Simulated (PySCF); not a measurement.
# C9H9Cl: excited states, first hyperpolarisability

Aim: compute the excited states, first hyperpolarisability of C9H9Cl (`C=C(C)c1ccc(Cl)cc1`).

Computed with PySCF 2.14.0 and routines of our own; the level stands in each step. Atoms count from 0.

## Step 1: The system as given

19 atoms, charge 0, multiplicity 1; geometry from: GFN2-xTB.

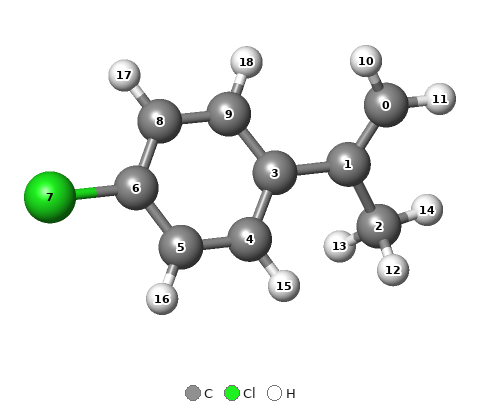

The starting geometry (carbon grey, chlorine green, hydrogen white).

## Step 2: Geometry optimisation at PBE0-D3(BJ)/def2-SVP

Job settings and geometry (Å):

```
{"job": {"xc": "PBE0", "basis": "def2-SVP", "d3": "d3bj", "grid": 2, "kind": "geom"}, "charge": 0, "multiplicity": 1}
C     -2.062708    -1.418951     0.405768
C     -1.461374    -0.388884    -0.180934
C     -2.209006     0.534461    -1.098586
C     -0.038100    -0.091603     0.051809
C      0.429613     1.221398     0.085049
C      1.763399     1.501166     0.314057
C      2.656006     0.458975     0.501062
Cl     4.328379     0.800617     0.782942
C      2.220956    -0.855917     0.460505
C      0.883884    -1.121677     0.238222
H     -1.552204    -2.067038     1.096538
H     -3.102615    -1.636964     0.231734
H     -2.406379     1.485310    -0.604752
H     -1.627791     0.734607    -1.996647
H     -3.162514     0.097507    -1.382929
H     -0.256108     2.043278    -0.049429
H      2.110433     2.522164     0.348816
H      2.924879    -1.661758     0.598885
H      0.551448    -2.147441     0.190427
```

Run with:

```bash
$ OMP_NUM_THREADS=1 python excited_run.py task.json out
```

This one command runs all jobs of the session in turn.

What it wrote:

```text
step   0  E = -807.61719441  max force = 0.011544
step   1  E = -807.61932511  max force = 0.002107
step   2  E = -807.61937244  max force = 0.000909
step   3  E = -807.61940016  max force = 0.001813
step   4  E = -807.61943138  max force = 0.001073
step   5  E = -807.61945135  max force = 0.001437
step   6  E = -807.61946651  max force = 0.000720
step   7  E = -807.61946395  max force = 0.000734
step   8  E = -807.61946960  max force = 0.000077
optimisation converged
```

It took 3 min on 1 thread of Arm Neoverse V1, shared host; peak memory 0.92 GiB.

The steps of the relaxation:

```csv
step,energy from step 0 (eV),largest force component (eV/Å)
0,0.0000,0.5936
1,-0.0580,0.1083
2,-0.0593,0.0467
3,-0.0600,0.0932
4,-0.0609,0.0552
5,-0.0614,0.0739
6,-0.0618,0.0370
7,-0.0618,0.0377
8,-0.0619,0.0040
```

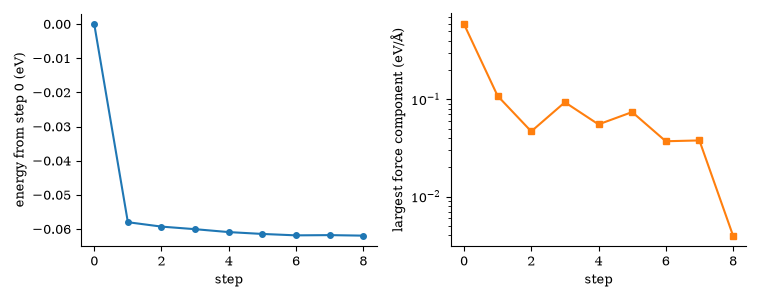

Energy and force, step by step.

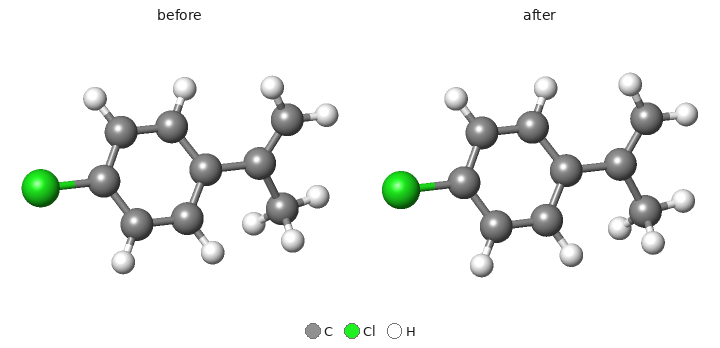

The geometry before (left) and after (right).

Close pairs (by a distance rule), those that changed most:

```csv
bond,before (Å),after (Å),change (Å)
C0–H10,1.076,1.092,+0.016
C0–H11,1.077,1.093,+0.016
C0–C1,1.329,1.343,+0.013
C2–H13,1.088,1.102,+0.013
C2–H12,1.089,1.102,+0.013
C4–H15,1.079,1.091,+0.012
C9–H18,1.079,1.092,+0.012
C8–H17,1.079,1.091,+0.012
```

The final coordinates are the input of the step that follows.

```csv
at the end point,value
point group (found at 0.08 Å tolerance),C1
"rotational constants (GHz, main isotopes)","3.578, 0.556, 0.488"
dipole moment (D),1.70
```

## Step 3: Excited states: TDA wB97X-D/aug-cc-pVDZ

Job settings and geometry (Å):

```
{"job": {"kind": "states", "xc": "wB97X-D", "basis": "aug-cc-pVDZ", "tda": true, "soc": true, "nstates": 6, "ntriplets": 5, "nquad": 4}, "charge": 0, "multiplicity": 1}
C     -1.436990    -1.262394     0.495052
C     -0.853534    -0.155826     0.007556
C     -1.643187     0.838884    -0.794846
C      0.578448     0.143088     0.251371
C      1.061885     1.459791     0.209015
C      2.399784     1.755432     0.453637
C      3.288431     0.721302     0.734682
Cl     4.957071     1.074770     1.033587
C      2.844482    -0.600813     0.764975
C      1.505606    -0.877337     0.521038
H     -0.900271    -1.975607     1.124397
H     -2.488721    -1.477537     0.290913
H     -1.759506     1.791151    -0.251592
H     -1.143702     1.072909    -1.748456
H     -2.650383     0.458745    -1.011437
H      0.380276     2.284269    -0.006283
H      2.758324     2.785607     0.426715
H      3.553899    -1.404987     0.966718
H      1.176290    -1.918158     0.517188
```

Level: TDA wB97X-D/aug-cc-pVDZ excited states, vertical, gas phase, spin-orbit mean-field couplings.

What it wrote:

```text
coarse grid: 16984 points
cycle   1  E = -808.4040933808  dE =  1.972e+00  |g| = 3.685e-01  |ddm| = 5.365e+01
cycle   2  E = -808.4234166235  dE = -1.932e-02  |g| = 3.172e-01  |ddm| = 6.371e+00
cycle   3  E = -808.4469177691  dE = -2.350e-02  |g| = 6.408e-02  |ddm| = 2.339e+00
cycle   4  E = -808.4479879600  dE = -1.070e-03  |g| = 2.959e-02  |ddm| = 6.382e-01
cycle   5  E = -808.4482190646  dE = -2.311e-04  |g| = 7.281e-03  |ddm| = 2.982e-01
cycle   6  E = -808.4482333391  dE = -1.427e-05  |g| = 2.107e-03  |ddm| = 6.904e-02
cycle   7  E = -808.4482351883  dE = -1.849e-06  |g| = 7.822e-04  |ddm| = 2.947e-02
final grid: 160968 points
cycle   8  E = -808.4736757105  dE = -1.570e-04  |g| = 6.014e-03  |ddm| = 2.093e+00
cycle   9  E = -808.4736813738  dE = -5.663e-06  |g| = 4.524e-03  |ddm| = 1.981e-01
cycle  10  E = -808.4736865426  dE = -5.169e-06  |g| = 5.397e-04  |ddm| = 4.056e-02
cycle  11  E = -808.4736866006  dE = -5.800e-08  |g| = 4.222e-04  |ddm| = 1.432e-02
cycle  12  E = -808.4736866475  dE = -4.690e-08  |g| = 4.190e-05  |ddm| = 2.945e-03
cycle  13  E = -808.4736866481  dE = -6.637e-10  |g| = 2.166e-05  |ddm| = 8.781e-04
converged SCF energy = -808.4736866481

Singlet excitations
state   eV       nm        f     d(h-e)  d(exc)  Lambda  PR(NTO)  |dmu|/D   mu/D   main configurations
  1   5.0269   246.6   0.02164   0.107   3.132   0.564   1.760    0.322    2.241   H->L+2 0.56, H-1->L 0.29
  2   5.2449   236.4   0.50179   0.214   3.480   0.772   1.192    1.120    1.200   H->L 0.85
  3   6.0398   205.3   0.00108   0.541   4.649   0.250   1.114    3.178    1.690   H->L+1 0.75
  4   6.4335   192.7   0.11052   0.195   3.549   0.571   2.096    0.712    2.594   H-1->L 0.42, H->L+2 0.25, H-2->L 0.11
  5   6.5559   189.1   0.00924   0.503   4.669   0.238   1.411                     H->L+4 0.41, H->L+3 0.11, H-2->L+1 0.08
  6   6.6000   187.9   0.08709   0.152   4.651   0.333   1.589                     H->L+3 0.45, H-1->L+2 0.10

Triplet excitations (Tamm-Dancoff)
state   eV     d(h-e)  d(exc)  Lambda  PR(NTO)   main configurations
  1   3.3863   0.024   2.959   0.754   1.251   H->L 0.83
  2   4.4079   0.162   2.779   0.608   1.516   H->L+2 0.44, H-1->L+2 0.15, H-2->L 0.15
  3   4.4342   0.106   2.712   0.622   1.613   H->L+2 0.34, H-1->L+2 0.22, H-2->L 0.15
  4   4.7725   0.149   2.701   0.724   2.168   H-1->L+2 0.49, H-2->L 0.19
  5   4.9373   0.406   2.949   0.541   1.197   H-1->L 0.76, H->L+2 0.08
S1 - T1 = 1.6406 eV

Spin-orbit couplings |<S|Hso|T>| (cm-1)
             T1       T2       T3       T4       T5
S0        1.000    0.657    0.318    0.718    0.078
S1        0.359    0.398    0.272    0.554    0.028
S2        0.764    0.926    0.831    0.934    0.255
S3        4.474    1.734    2.284    3.312    0.638
S4        1.500    0.931    0.870    1.361    0.511
S5        8.901    4.417    4.752    6.222    1.119
S6        5.929    1.138    2.421    3.328    0.918
T1 sublevels (cm-1): 0.000 0.004 0.005   radiative rates (1/s): 2.42 0.486 0.00689
```

Wall time 1.9 min (1 thread of Arm Neoverse V1, shared host); peak memory 1.3 GiB.

Key values:

```csv
quantity,value
S1 less T1,1.64 eV
```

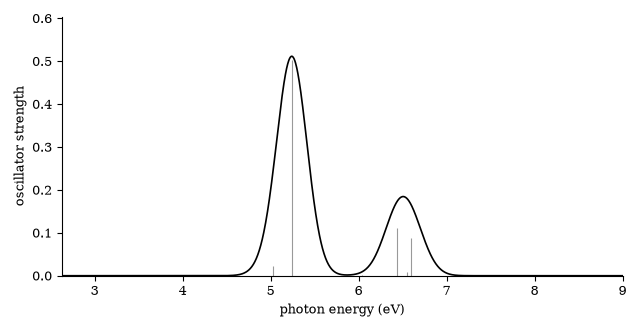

Absorption lines of the singlets. Lines are broadened to a width of 0.40 eV (Gaussian).

## Step 4: Excited states: TDDFT CAM-B3LYP/aug-cc-pVDZ

Settings changed since step 3:

```diff
@@ -1,2 +1,2 @@
-{"job": {"kind": "states", "xc": "wB97X-D", "basis": "aug-cc-pVDZ", "tda": true, "soc": true, "nstates": 6, "ntriplets": 5, "nquad": 4}, "charge": 0, "multiplicity": 1}
+{"job": {"kind": "states", "xc": "CAM-B3LYP", "basis": "aug-cc-pVDZ", "tpa": true, "nstates": 8, "nquad": 6, "ntriplets": 0}, "charge": 0, "multiplicity": 1}
 C     -1.436990    -1.262394     0.495052
```

Level: TDDFT CAM-B3LYP/aug-cc-pVDZ excited states, vertical, gas phase, two-photon moments by quadratic response.

What it wrote:

```text
coarse grid: 16984 points
cycle   1  E = -808.3292105942  dE =  1.872e+00  |g| = 3.798e-01  |ddm| = 6.672e+01
cycle   2  E = -808.3421065654  dE = -1.290e-02  |g| = 3.593e-01  |ddm| = 6.594e+00
cycle   3  E = -808.3725041608  dE = -3.040e-02  |g| = 7.511e-02  |ddm| = 2.857e+00
cycle   4  E = -808.3737957102  dE = -1.292e-03  |g| = 3.748e-02  |ddm| = 6.535e-01
cycle   5  E = -808.3741563724  dE = -3.607e-04  |g| = 9.034e-03  |ddm| = 3.275e-01
cycle   6  E = -808.3741765829  dE = -2.021e-05  |g| = 2.063e-03  |ddm| = 8.628e-02
cycle   7  E = -808.3741778979  dE = -1.315e-06  |g| = 8.774e-04  |ddm| = 1.875e-02
final grid: 160968 points
cycle   8  E = -808.4071929372  dE = -2.443e-05  |g| = 4.334e-03  |ddm| = 8.255e-01
cycle   9  E = -808.4071935407  dE = -6.035e-07  |g| = 4.185e-03  |ddm| = 1.165e-01
cycle  10  E = -808.4071982832  dE = -4.743e-06  |g| = 5.258e-04  |ddm| = 4.516e-02
cycle  11  E = -808.4071983465  dE = -6.331e-08  |g| = 1.857e-04  |ddm| = 3.999e-03
cycle  12  E = -808.4071983553  dE = -8.740e-09  |g| = 4.882e-05  |ddm| = 2.883e-03
cycle  13  E = -808.4071983559  dE = -5.798e-10  |g| = 1.838e-05  |ddm| = 5.291e-04
converged SCF energy = -808.4071983559

Singlet excitations
state   eV       nm        f     d(h-e)  d(exc)  Lambda  PR(NTO)  |dmu|/D   mu/D   delta(TPA)   sigma/GM   main configurations
  1   4.9204   252.0   0.19349   0.170   3.312   0.663   1.378    0.511    2.015       60.89      0.540   H->L 0.50, H->L+2 0.32, H-1->L 0.10
  2   5.0176   247.1   0.22047   0.183   3.295   0.645   1.500    0.622    1.347       25.47      0.235   H->L 0.44, H->L+2 0.30, H-1->L 0.18
  3   5.7921   214.1   0.00068   0.643   4.746   0.269   1.086    3.390    1.597      111.54      1.371   H->L+1 0.83
  4   6.1322   202.2   0.14026   0.189   3.530   0.559   1.935    0.687    1.445       30.04      0.414   H-1->L 0.58, H->L+2 0.28
  5   6.3141   196.4   0.04235   0.664   5.006   0.250   1.316    3.115    1.393       76.76      1.121   H->L+3 0.46, H->L+4 0.29
  6   6.3319   195.8   0.03666   0.574   4.705   0.297   1.579    3.096    2.151       28.46      0.418   H->L+4 0.41, H->L+3 0.15
  7   6.3975   193.8   0.16498   0.205   4.155   0.524   2.810                                            H-2->L 0.30, H->L+3 0.26, H-1->L+2 0.22
  8   6.4793   191.4   0.01141   2.028   4.354   0.311   1.128                                            H->L+8 0.29, H->L+6 0.21
```

Run time: 2.6 min. Hardware: 1 thread of Arm Neoverse V1, shared host; peak memory 1.4 GiB.

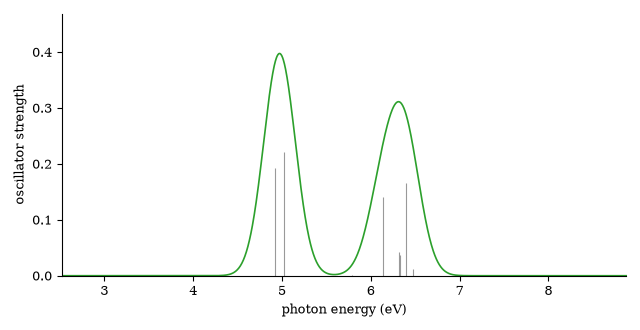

Absorption lines of the singlets. Lines are broadened to a width of 0.40 eV (Gaussian).

## Step 5: First hyperpolarisability: quadratic response CAM-B3LYP/aug-cc-pVDZ

Settings changed since step 4:

```diff
@@ -1,2 +1,2 @@
-{"job": {"kind": "states", "xc": "CAM-B3LYP", "basis": "aug-cc-pVDZ", "tpa": true, "nstates": 8, "nquad": 6, "ntriplets": 0}, "charge": 0, "multiplicity": 1}
+{"job": {"kind": "beta", "xc": "CAM-B3LYP", "basis": "aug-cc-pVDZ"}, "charge": 0, "multiplicity": 1}
 C     -1.436990    -1.262394     0.495052
```

With the program's defaults for keys left out, this is: quadratic response CAM-B3LYP/aug-cc-pVDZ first hyperpolarisability, Taylor convention, gas phase.

What it wrote:

```text
coarse grid: 16984 points
cycle   1  E = -808.3292105942  dE =  1.872e+00  |g| = 3.798e-01  |ddm| = 6.672e+01
cycle   2  E = -808.3421065654  dE = -1.290e-02  |g| = 3.593e-01  |ddm| = 6.594e+00
cycle   3  E = -808.3725041608  dE = -3.040e-02  |g| = 7.511e-02  |ddm| = 2.857e+00
cycle   4  E = -808.3737957102  dE = -1.292e-03  |g| = 3.748e-02  |ddm| = 6.535e-01
cycle   5  E = -808.3741563724  dE = -3.607e-04  |g| = 9.034e-03  |ddm| = 3.275e-01
cycle   6  E = -808.3741765829  dE = -2.021e-05  |g| = 2.063e-03  |ddm| = 8.628e-02
cycle   7  E = -808.3741778979  dE = -1.315e-06  |g| = 8.774e-04  |ddm| = 1.875e-02
final grid: 160968 points
cycle   8  E = -808.4071929372  dE = -2.443e-05  |g| = 4.334e-03  |ddm| = 8.255e-01
cycle   9  E = -808.4071935407  dE = -6.035e-07  |g| = 4.185e-03  |ddm| = 1.165e-01
cycle  10  E = -808.4071982832  dE = -4.743e-06  |g| = 5.258e-04  |ddm| = 4.516e-02
cycle  11  E = -808.4071983465  dE = -6.331e-08  |g| = 1.857e-04  |ddm| = 3.999e-03
cycle  12  E = -808.4071983553  dE = -8.740e-09  |g| = 4.882e-05  |ddm| = 2.883e-03
cycle  13  E = -808.4071983559  dE = -5.798e-10  |g| = 1.838e-05  |ddm| = 5.291e-04
converged SCF energy = -808.4071983559

Lowest singlets (eV, f): 4.9204 0.1935  5.0176 0.2205  5.7921 0.0007

First hyperpolarisability (au)
process     nm      |vector|   parallel      HRS      DR
static         -      358.74    -202.01     140.72    6.14
shg       1907.0      391.40    -220.23     153.58    6.09
eope      1907.0      369.11     -207.8          -       -
shg       1064.0      484.02    -271.82     190.13   5.949
eope      1064.0      393.89    -221.62          -       -
```

Wall time 1.9 min (1 thread of Arm Neoverse V1, shared host); peak memory 1.4 GiB.

## Step 6: Summary of results

| quantity | value |
| --- | --- |
| point group | C1 |
| rotational constants (main isotopes) | 3.58, 0.56, 0.49 GHz |
| S1 less T1 (step 3, TDA wB97X-D/aug-cc-pVDZ) | 1.64 eV |
| β vector (step 5, quadratic response CAM-B3LYP/aug-cc-pVDZ) | static 359, SHG 1907.0 nm 391, SHG 1064.0 nm 484 au |

**Reading.** Over 8 steps the energy fell by 0.062 eV; of the close pairs, C0–H10 changed most, 1.076 to 1.092 Å. In step 3, the number of triplets below S1 is at least 5, and the largest singlet-triplet spin-orbit coupling is S5–T1, 8.90 cm⁻¹. β grows from 359 au (static) to 484 au for doubling at 1064.0 nm: normal dispersion, which grows as twice the photon energy moves toward the bright states.
